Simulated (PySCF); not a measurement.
# A diatomic session: SF

What are the lowest state that PBE0 finds, the bond length, vibrational wavenumber and bond energy of SF, and how much do these hang on the method?

Method: S def2-SVPD, F def2-SVPD, no relativity; program: PySCF 2.14.0.

**1. Input**

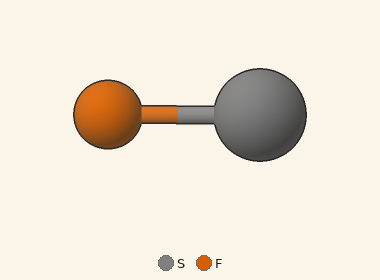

The two atoms at the starting distance (sulfur grey, fluorine orange).

Settings of the job:

```
atoms                         : S, F
charge                        : 0
basis                         : S def2-SVPD, F def2-SVPD
Hamiltonian                   : no relativity
basis functions               : 50
electrons treated             : 25
masses in u                   : 31.9721, 18.9984
levels                        : PBE0, PBE, r²SCAN, MN15, TPSSh, B2PLYP, LC-ωPBE, HF, MP2, SCS-MP2, CCSD, CCSD(T)
grid                          : 80 radial by 434 angular points
occupations                   : held fixed by the projection of orbital angular momentum
dissociation limit            : S + F, each in its ground configuration
starting distance in angstrom : 1.600
values of 2S to try           : 1, 3
```

Launch:

```sh
$ OMP_NUM_THREADS=1 python dia.py task.json out
```

After this run come: PBE0 along the bond; Higher solutions at PBE0; PBE (GGA); r²SCAN; MN15; TPSSh (hybrid meta-GGA); B2PLYP (double hybrid); LC-ωPBE (range-separated hybrid); UHF; Correlated methods on the Hartree–Fock reference.

Q: Predict the outcome of this session. Wanted: for each run, Re; ωe; De; μ.

As calculated:

Lowest PBE0 solution found, without spin–orbit coupling: ²Π (doublet), unpaired electrons π ↑. State 2 has its PBE0 minimum 1.77 eV higher. The other levels ran on the lowest alone.

| level | Re (Å) | ωe (cm⁻¹) | De (eV) | μ (D) |
| --- | --- | --- | --- | --- |
| UHF | 1.605 | 900 | 1.29 | -1.23 |
| UHF-MP2 | 1.646 | 813 | 3.32 | n/a |
| UHF-SCS-MP2 | 1.649 | 804 | 3.19 | n/a |
| UHF-CCSD | 1.644 | 819 | 2.95 | n/a |
| UHF-CCSD(T) | 1.652 | 795 | 3.10 | n/a |
| PBE | 1.651 | 797 | 3.94 | -0.83 |
| r²SCAN | 1.636 | 825 | 3.56 | -0.84 |
| TPSSh | 1.639 | 825 | 3.52 | -0.88 |
| PBE0 | 1.626 | 850 | 3.47 | -0.92 |
| MN15 | 1.612 | 873 | 3.67 | -0.89 |
| LC-ωPBE | 1.620 | 876 | 3.51 | -0.96 |
| B2PLYP | 1.642 | 814 | 3.39 | -1.24 |

De is counted to S + F in their ground configurations. A positive dipole means S(−)F(+).

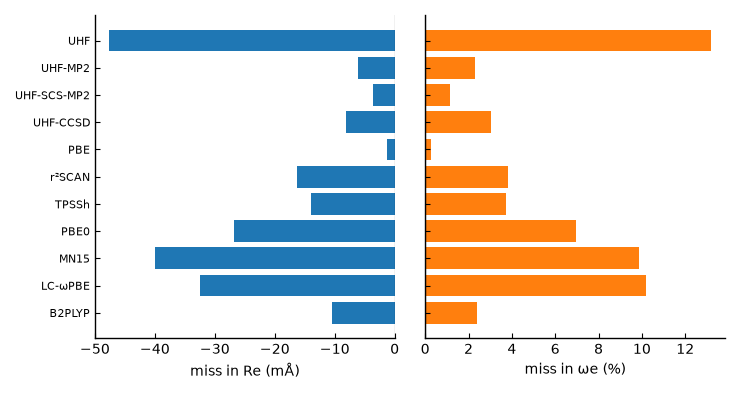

Differences in bond length and wavenumber from CCSD(T) in the same basis.

What this shows: Against CCSD(T) in the same basis, the bond length is nearest at PBE (-1 mÅ) and farthest at UHF (-48 mÅ); the wavenumber is nearest at PBE (+0.3 %) and farthest at UHF (+13.2 %). Hartree–Fock makes the bond too short and too stiff against this reference, as it mostly does. CCSD(T) in a basis this small is itself some way from its limit, more so than the functionals. Of the levels with a De here, UHF gives the least (1.29 eV) and PBE the most (3.94 eV).

Correlated steps freeze 6 core orbitals. B2PLYP dipoles, levels and charges come from its SCF part alone.
